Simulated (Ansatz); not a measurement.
# Molecular dynamics, with input and output: CH₂O₂ (part 2 of 2)

CH₂O₂ (disordered cell, 40 atoms in the cell); DFT PBE, scalar-relativistic, plane waves, PAW, no spin polarisation (Ansatz 0.2.0); cutoff 420 eV, 1×1×1 k-mesh, Fermi–Dirac smearing of 0.05 eV. It belongs to a series of runs on one base structure; here: dynamics from the last frame of the run before.

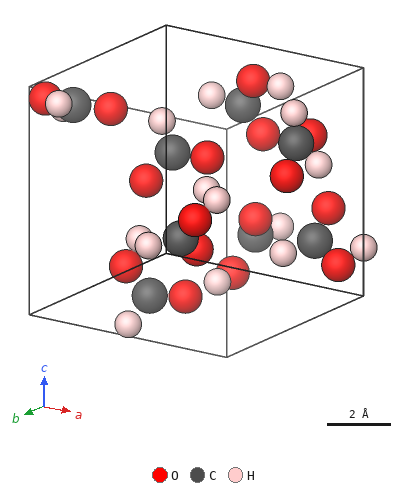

*The geometry at step 190 of the log (spheres-only view of the cell of the calculation, seen at an oblique angle).*

```
[...]
--- Per-component energies (eV) ---
  E_band       = -1279.417606
  E_kinetic    = 3717.009477
  E_local      = -11495.530367  (includes V_loc(G=0)·N_el)
  E_nonlocal   = 1016.342237
  E_hartree    = 4128.014056
  E_xc         = -1684.425444
  E_vxc        = -2134.614441  (∫ρ·V_xc dr)
  E_paw        = -3334.188003  (= ΣΔE_a)
  E_vpaw       = -638.673526  (= ΣTr[D̂ρ^β])
  E_aug_tail   = 0.020117  (compensation charges beyond the density's cutoff)
  E_ewald      = -3677.994264
  E_smearing   = -0.000000  (= −TS)
  E_closure    = -0.000000  (closes the sum)
  Σ components = -11330.752190   (vs F -11330.752190, Δ=0.00e0)
--- Forces (eV/Å), atoms counted from 1 ---
  atom   1  O     -0.85329941     0.04484149    -2.80702613
  atom   2  C     -0.11925492    -0.07329144     1.57710103
  atom   3  O      0.30308098     1.11631386    -1.42012549
  atom   4  H      1.34446281    -1.77716393     1.62583193
  atom   5  H      0.04316408    -0.28764342     0.96980961
  atom   6  O     -0.16304160    -0.96362175     0.77470228
  atom   7  C      1.36904813    -2.74759668    -2.44136434
  atom   8  O     -2.37499893     1.53842244     1.05611704
  atom   9  H      1.07480092     1.31928373    -0.68891764
  atom  10  H      1.13444418     0.15538837     0.96818722
  atom  11  O     -0.72322362    -0.66741751     0.68630725
  atom  12  C      1.33044015     2.57675996    -2.37850620
  atom  13  O     -0.47550968    -0.68698787     2.33635143
  atom  14  H     -0.21295135    -0.89515956    -0.26626513
  atom  15  H     -0.26828616     0.21547022    -0.23285927
  atom  16  O      1.63724079    -1.39020368     3.61076467
  atom  17  C     -0.35169874     0.58118071    -0.58334737
  atom  18  O     -0.39120095    -0.24408736    -0.43410606
  atom  19  H     -0.73589730    -0.01048669    -1.26606954
  atom  20  H     -0.38195782     2.04497113    -1.05116071
  atom  21  O      2.30075873    -2.65099779     0.21578566
  atom  22  C     -6.75884260     5.22831548    -3.37856856
  atom  23  O      4.26202948    -4.66051082     3.66135993
  atom  24  H     -0.48396002     2.35875919    -0.20179461
  atom  25  H      0.21630373     0.01707178    -0.08062154
  atom  26  O     -1.94071910     0.55668628    -0.96916588
  atom  27  C      0.31120616    -0.85671192     0.14456468
  atom  28  O      0.12999797     0.49724312    -0.23854617
  atom  29  H      1.03062469     0.06404408     0.37470574
  atom  30  H     -0.18985585     0.19409225     0.51441974
  atom  31  O     -0.24259846    -0.78796215    -1.34691225
  atom  32  C      2.40586153    -0.00896914     3.01303340
  atom  33  O     -1.00634189    -0.25119468    -1.07068387
  atom  34  H     -0.98015966     1.19443386     0.57200778
  atom  35  H     -0.23581231    -0.90854179    -1.30455724
  atom  36  O      1.17185632     0.00880761    -2.83293793
  atom  37  C      0.61544023    -0.32130533    -1.70940538
  atom  38  O     -1.27199583    -0.40465511     2.22777806
  atom  39  H     -0.31751817     0.43534743     1.51053976
  atom  40  H     -0.20163797     0.44706118     0.86355672
  max |Σ_I F_I| component: 1.74e-5 eV/Å
--- MD trajectory: 380 steps, t = 0.0 → 190.0 fs ---
  final state: T = 1024.6 K   F+E_penalty+E_count = -11330.75219033 eV   E_kin = 5.297363 eV
```

**Trajectory as extended XYZ (Å, eV, eV/Å), 5 of the 381 frames kept, from step=0 to step=380**
```
40
Lattice="7.6835 0.0000 0.0000 0.0000 7.6835 0.0000 0.0000 0.0000 7.6835" Properties=species:S:1:pos:R:3:forces:R:3 step=0 time_fs=0.0 energy=-11330.26668 temperature=975.0
O     4.0940    3.2911    4.8791   -2.1762  -0.4083   1.3606
C     2.9398    3.9882    5.1336    0.8500   2.5159  -2.9901
O     2.6967    5.1193    4.6626    0.6901  -2.2712   0.6069
H     4.5877    3.4709    4.0731    0.3036   0.7797  -0.9776
H     2.1873    3.4384    5.6806   -0.0008  -0.4247   0.7548
O     2.9377    7.0204    2.3550   -0.8736   0.2746  -1.6252
C     3.5552    7.1263    1.1532    1.9207   1.8992  -0.2677
O     4.7382    6.7718    0.9499   -2.3804  -0.2585   0.0496
H     3.2548    6.2310    2.7905    0.6175  -0.7804   1.2025
H     3.0465    7.9176    0.5047    0.3963  -1.0730   0.6372
O     6.8682    1.1219    5.0227   -1.2306  -5.5891   2.9591
C     5.7316    0.5444    4.6726   -3.1754   0.8754  -1.6747
O     4.8302    0.9487    3.9102    2.0753  -0.2031   0.8151
H     7.2214    1.8810    4.7198    0.9488   4.6727  -2.6431
H     5.4437   -0.4014    5.1601    1.2119  -0.0548   0.6004
O     2.5345    2.4614    1.7074   -0.6698   1.7553  -0.4759
C     3.4360    3.4596    1.7812   -0.5946   0.2179  -1.4693
O     4.5705    3.3872    2.1465    0.6395  -0.0019   1.5501
H     2.7690    1.8437    2.3759    0.6775  -1.8881   1.3134
H     3.1198    4.3696    1.2932   -1.0120   0.5380  -0.4108
O     7.4556    5.7797    7.5237   -2.8385   0.5087   0.6269
C     8.5437    6.3681    7.7375    4.4236   0.4940  -0.3223
O     9.6765    5.9744    7.2882   -2.1562   0.8633   1.3306
H     7.1865    4.9388    7.0273    0.6904  -0.3484  -0.4089
H     8.4577    7.3214    8.4269   -0.0077  -1.6154  -1.2541
O    -0.7295    6.4931    2.6135   -0.3223  -1.8405  -0.2326
C    -0.1545    5.9130    3.6742    1.2901   0.3136   3.1466
O    -0.5768    5.0117    4.4444    0.9908   2.3222  -2.8208
H    -1.2263    5.7543    2.2031   -1.0050   0.4187  -0.4451
H     0.7950    6.5759    3.8067   -0.9446  -1.4084   0.6584
O     6.5433    1.0811    0.9845    1.6789   2.0298  -1.3210
C     7.1072    2.2656    1.4647   -1.6586  -0.0325   1.6701
O     6.8742    2.7165    2.5993    1.8922  -1.1107  -2.5808
H     6.0510    0.5731    1.6100   -0.8140  -0.8085   1.6174
H     7.5587    2.7574    0.5592    0.1593  -0.2903   1.1567
O     4.5546    2.5340    7.3367   -0.3722   0.5525  -0.7790
C     5.2674    3.5777    6.9037    0.2588  -2.0592   1.1682
O     6.4754    3.6223    6.8253    1.1916  -0.3948  -0.3750
H     5.0801    1.7810    7.6712    0.8268  -0.0955  -0.0442
H     4.6955    4.4143    6.7038   -1.5012   1.9257  -0.1063
40
Lattice="7.6835 0.0000 0.0000 0.0000 7.6835 0.0000 0.0000 0.0000 7.6835" Properties=species:S:1:pos:R:3:forces:R:3 step=95 time_fs=47.5 energy=-11331.03949 temperature=860.7
O     4.0436    3.2963    4.9115    0.1193   0.0483  -0.9036
C     3.0230    4.1349    4.7289   -0.5902  -0.2802   2.5681
O     2.8997    5.1543    4.1103    0.5609   1.1148  -0.8885
H     4.7334    3.3432    4.1960   -0.5606   0.3933   0.1592
H     2.2158    3.9275    5.4419   -0.1272  -0.7056   0.1772
O     2.8601    6.6164    2.1029    0.2897  -1.1213   1.2334
C     3.7351    7.0669    1.2652   -2.0970   3.2821  -1.9319
O     4.9110    6.8791    1.1451    1.3958  -1.3323  -0.2236
H     3.2795    5.9362    2.7399   -0.5540   0.2713  -0.0212
H     3.2210    7.9041    0.6398    0.7732  -1.1069   0.4897
O     6.5446    1.4748    5.4154   -0.8280  -3.4996   0.3048
C     5.6830    0.5899    4.8161    1.0158  -0.3280   2.3544
O     5.0023    0.7704    3.8724   -1.4599   1.2281  -2.6066
H     6.6593    2.1211    4.7539    0.8144   2.3399  -1.6451
H     5.5784   -0.3539    5.3255    0.4946  -0.6580   1.0467
O     2.3784    2.0633    1.8964   -1.6591   1.4225  -1.4852
C     2.8036    3.3093    1.8596    1.2454   2.4457  -0.5196
O     3.8592    3.7819    2.3064   -0.7053  -1.5710  -0.8994
H     2.8097    1.5466    2.5402    1.6192  -1.3746   1.6930
H     2.1356    4.0676    1.3349    0.0912  -1.3021   0.1462
O     7.4533    6.3172    7.5645    0.4638  -2.7148  -1.4764
C     8.7883    6.5298    7.5837   -1.4376   0.8442   0.2740
O     9.6836    5.8482    7.1806    0.6882  -1.5859  -0.8522
H     7.2658    5.3522    7.1008    0.4699   2.0923   0.7712
H     9.0134    7.4798    8.0501   -0.3333   0.7678   0.2916
O    -0.8817    6.5510    2.6219    1.2957   0.1904  -0.1821
C    -0.2189    6.0279    3.6605    1.4875   1.8563   1.2514
O    -0.5591    5.0773    4.3241    0.2422  -0.0183  -0.5625
H    -1.5976    6.0566    2.1251   -0.0891   0.2670   0.5641
H     0.7471    6.7924    3.9847   -2.3370  -1.9350  -0.9873
O     7.0482    1.2022    0.9634   -0.4206   0.3390   2.7451
C     6.9197    2.2551    1.8560    0.1579   0.2395  -1.1990
O     7.3992    2.2542    2.9652   -0.0946  -0.1614   0.3732
H     7.1341    0.4133    1.6367    0.0432   0.7228  -1.3455
H     6.3709    3.1797    1.4694    0.5771  -1.1833   0.0948
O     4.9704    2.2780    7.3520    1.8165   1.5636  -0.4045
C     5.6544    3.5339    7.0951   -2.7964  -1.1583   0.7879
O     6.6769    3.7269    6.4912    0.6549   0.0979   0.6539
H     5.5652    1.4644    7.1416   -0.6525   1.9904   0.4021
H     5.0319    4.4249    7.5008    0.4261  -1.4807  -0.2481
40
Lattice="7.6835 0.0000 0.0000 0.0000 7.6835 0.0000 0.0000 0.0000 7.6835" Properties=species:S:1:pos:R:3:forces:R:3 step=190 time_fs=95.0 energy=-11331.45530 temperature=1121.9
O     3.7923    3.1557    4.7844   -0.3967   2.1214  -1.7776
C     3.2810    4.3675    5.1831   -1.6134  -0.0313  -2.0876
O     2.8648    5.2519    4.3968    1.4558  -1.5168   0.5842
H     3.8398    3.2644    3.7337    0.3015  -0.3121   2.1225
H     2.9614    4.5030    6.2231    0.7807  -0.5753   0.2620
O     2.8106    6.3075    1.7898    2.6746   1.5809  -1.0540
C     4.0411    6.7476    1.1461   -4.6693   0.1217  -0.9417
O     5.1583    6.3534    1.2177    0.7247  -0.5949   0.7135
H     2.9522    5.7545    2.5875    0.5819  -0.2830   0.3532
H     3.6837    7.4417    0.3046    0.3680  -0.4493   1.0969
O     6.3248    1.0197    5.4272    1.7477   0.9593  -0.3141
C     5.3538    0.4191    4.8245   -2.2852  -2.7427   1.6939
O     5.0279    0.4736    3.6689   -0.3492   0.6381  -1.5444
H     6.9681    1.4892    4.6850   -1.1406  -0.2283   0.8202
H     4.7313   -0.3598    5.5133    1.2443   1.6224  -0.6752
O     2.3325    1.7432    2.0257   -0.4286  -0.7898   0.0246
C     2.6438    2.9924    1.8073   -2.1897   0.2588  -1.1907
O     3.6730    3.5846    1.7878    2.3006   0.3734   1.1898
H     2.8220    1.2257    2.6526    1.5626  -0.7413   0.7361
H     1.7093    3.4609    1.5147   -0.5766   0.6866  -0.4702
O     7.4421    6.4239    6.8974   -0.6377  -0.2448  -0.7189
C     8.7086    6.6879    6.9880    1.1413  -0.7695  -0.2429
O     9.6077    5.8800    6.8046   -0.1336  -0.0435   0.2059
H     7.3086    5.4879    6.4422   -0.3280   0.5635   0.9814
H     9.0136    7.6971    7.2107   -0.5274   1.0721   0.3924
O    -0.3734    6.8008    2.5420    2.2030  -0.2086   1.9797
C    -0.0663    5.9648    3.6596    0.8534   0.0144  -2.4156
O    -0.7509    4.9855    3.7893    0.1266  -0.1420   1.0062
H    -1.1639    6.5195    2.0136   -0.1861  -0.4009   0.5218
H     1.0212    6.1362    4.1831   -2.4331   0.2241  -1.0241
O     7.5881    1.2775    1.3691   -0.3477   0.1426  -0.3768
C     7.2507    2.1030    2.3448   -0.2895  -0.5149  -1.2919
O     7.6532    1.9220    3.4693    0.4640   0.2189   1.7935
H     7.9960    0.4365    1.8007   -0.7198   0.7873  -0.2160
H     6.5899    2.9344    2.0287    0.1959  -0.1501   0.0618
O     5.2236    2.6444    7.4943    0.1817  -0.1053  -0.1324
C     5.6566    3.8484    7.0906    0.3034   0.8128  -0.0095
O     6.6151    4.0934    6.3489   -0.6370  -1.1026   0.7044
H     5.7050    1.8104    7.1753    0.0798   1.5225  -0.2986
H     5.0597    4.7384    7.5448    0.5976  -1.7740  -0.4618
40
Lattice="7.6835 0.0000 0.0000 0.0000 7.6835 0.0000 0.0000 0.0000 7.6835" Properties=species:S:1:pos:R:3:forces:R:3 step=285 time_fs=142.5 energy=-11330.14991 temperature=847.8
O     3.4936    2.9593    4.7176   -3.3634  -3.0065  -1.0493
C     3.4138    4.1887    5.1413    1.9667   2.7321  -0.2019
O     3.2937    5.1359    4.3691   -0.9292  -0.0592   0.4652
H     2.6465    2.7346    4.0886    2.7337   0.8002   1.4716
H     3.7867    4.3853    6.1970   -0.7173  -0.5036  -0.7548
O     2.8677    5.9856    1.7215    1.2657  -0.9074   0.8071
C     3.9878    6.3379    1.0395    1.8344  -0.0203   3.2816
O     5.2076    6.0096    1.2133   -3.2341   0.1427  -0.6027
H     2.9163    5.3235    2.5488    1.0062   1.2958  -1.9391
H     3.7397    7.2905    0.5964   -0.1539   0.1817  -1.2890
O     5.9932    0.7630    5.5287   -1.0549  -0.1181   2.3025
C     5.0355    0.1861    4.8033   -0.9610   1.0118   1.2436
O     5.1143    0.2274    3.6138   -0.7576  -0.4981  -2.1665
H     6.6269    1.2857    5.0190    0.7857   0.2837  -1.2566
H     4.0919   -0.1442    5.4133    1.6635   0.0681  -0.6809
O     2.6859    1.2359    1.9004    2.0938   1.6579   0.5983
C     2.7101    2.5571    1.4109    1.1771   0.1025   1.5846
O     3.4864    3.4854    1.7303   -1.8990  -3.3049  -0.9317
H     3.4995    1.0608    2.4905   -0.8140   0.1347  -0.7151
H     1.7801    2.5315    0.8225    0.3501   0.9692  -0.5824
O     7.3171    6.4228    6.3761   -0.0941   0.3498  -0.6621
C     8.5924    6.6821    6.3849    1.8075  -2.5877   1.7407
O     9.4069    5.8227    6.8330   -0.7197   1.7882  -1.1912
H     7.1753    5.3690    6.4019   -0.0121   0.7791   0.2753
H     8.9650    7.6723    6.0369   -0.5658  -0.0675   0.0611
O     0.3240    6.6495    2.2149   -3.8794   0.5215  -1.6458
C     0.2434    5.8353    3.2257    3.1175   0.7818   3.3771
O    -0.7773    5.3137    3.5609   -1.2954  -1.4559   0.4081
H    -0.7775    6.5846    2.0239    2.6341   0.4193  -0.5622
H     1.2114    5.8655    3.9451   -1.4488  -0.3548  -1.7114
O     7.8117    1.6124    1.6777   -2.8546   3.8177  -2.0097
C     7.4126    2.4115    2.7173    2.3345  -3.3420   1.2793
O     7.8609    1.9287    3.7830   -1.3612   1.7869   0.5596
H     8.0127    0.7306    1.9780    0.7287  -1.2268   1.0043
H     6.8419    3.3932    2.6604    0.5325  -1.0825  -0.6020
O     5.3948    2.5571    7.4337   -0.6188   0.1521   0.9216
C     5.9752    3.7044    7.2275   -0.8941  -0.7133   1.4233
O     6.7243    4.0415    6.3626    1.8026  -0.6996  -2.7254
H     5.6206    1.8920    6.7867    0.5287  -1.3839  -1.3627
H     5.7104    4.3707    7.9772   -0.7346   1.5554   1.8376
40
Lattice="7.6835 0.0000 0.0000 0.0000 7.6835 0.0000 0.0000 0.0000 7.6835" Properties=species:S:1:pos:R:3:forces:R:3 step=380 time_fs=190.0 energy=-11330.75219 temperature=1024.6
O     3.2578    2.9431    4.8484   -0.8533   0.0448  -2.8070
C     3.2152    4.2229    5.0689   -0.1193  -0.0733   1.5771
O     3.6101    5.0955    4.3246    0.3031   1.1163  -1.4201
H     3.0902    3.1231    3.6479    1.3445  -1.7772   1.6258
H     2.7333    4.5343    5.9805    0.0432  -0.2876   0.9698
O     3.1164    6.0400    1.7191   -0.1630  -0.9636   0.7747
C     4.0229    6.4294    0.8451    1.3690  -2.7476  -2.4414
O     5.1771    5.9435    0.6353   -2.3750   1.5384   1.0561
H     3.2344    5.1842    2.2697    1.0748   1.3193  -0.6889
H     3.4400    6.9842    0.0339    1.1344   0.1554   0.9682
O     5.6121    0.9544    5.3252   -0.7232  -0.6674   0.6863
C     5.0849   -0.0476    4.5692    1.3304   2.5768  -2.3785
O     4.9483    0.1472    3.3305   -0.4755  -0.6870   2.3364
H     5.8502    1.8560    4.9417   -0.2130  -0.8952  -0.2663
H     4.9610   -0.9875    5.1310   -0.2683   0.2155  -0.2329
O     3.0844    0.9871    1.6167    1.6372  -1.3902   3.6108
C     3.0240    2.2575    1.4873   -0.3517   0.5812  -0.5833
O     3.2221    3.1761    2.2987   -0.3912  -0.2441  -0.4341
H     3.6325    0.7220    2.5069   -0.7359  -0.0105  -1.2661
H     2.7233    2.2792    0.4541   -0.3820   2.0450  -1.0512
O     7.3148    6.3803    5.9996    2.3008  -2.6510   0.2158
C     8.7278    6.5467    6.2186   -6.7588   5.2283  -3.3786
O     9.3468    5.7953    6.7926    4.2620  -4.6605   3.6614
H     7.2554    5.3222    6.0915   -0.4840   2.3588  -0.2018
H     8.9914    7.5506    5.8322    0.2163   0.0171  -0.0806
O     0.2222    6.5297    1.8285   -1.9407   0.5567  -0.9692
C     0.3159    5.7103    2.8620    0.3112  -0.8567   0.1446
O    -0.6036    5.1488    3.4285    0.1300   0.4972  -0.2385
H    -0.7589    6.5207    1.5186    1.0306   0.0640   0.3747
H     1.3900    5.5162    3.0396   -0.1899   0.1941   0.5144
O     7.9355    1.9633    1.8317   -0.2426  -0.7880  -1.3469
C     7.5333    2.3591    3.0354    2.4059  -0.0090   3.0130
O     8.0810    1.9055    4.0585   -1.0063  -0.2512  -1.0707
H     8.4771    1.0977    1.8475   -0.9802   1.1944   0.5720
H     6.9840    3.3295    3.2271   -0.2358  -0.9085  -1.3046
O     5.3471    2.3268    7.7334    1.1719   0.0088  -2.8329
C     6.2787    3.1997    7.2432    0.6154  -0.3213  -1.7094
O     6.5938    3.3765    6.0353   -1.2720  -0.4047   2.2278
H     5.2203    1.7521    6.8637   -0.3175   0.4353   1.5105
H     6.8952    3.6742    7.9879   -0.2016   0.4471   0.8636
```

**Summary**

| quantity | value |
| --- | --- |
| outcome | finished |
| mean temperature over the second half | 998 K |
| trajectory | 380 steps, 190 fs |
| ensemble | nvt_langevin |
| temperature in the input | 1000.0 K |
| time step | 0.5 fs |
| electrons treated | 144 |
| potential energy (free energy of the electrons) (last step) | −11330.7522 eV |
| Fermi energy (last step) | 1.203 eV |
| largest force (length of the vector) (last step) | 9.189 eV/Å |
| wall time | 17 min |
| peak memory | 0.58 GiB |

**Notes**

The k-point mesh is coarse for a cell of this size, so the results may not be converged. So short a trajectory is not equilibrated. The logged temperature at the start can lie below the typed one, since it is counted over all degrees of freedom.
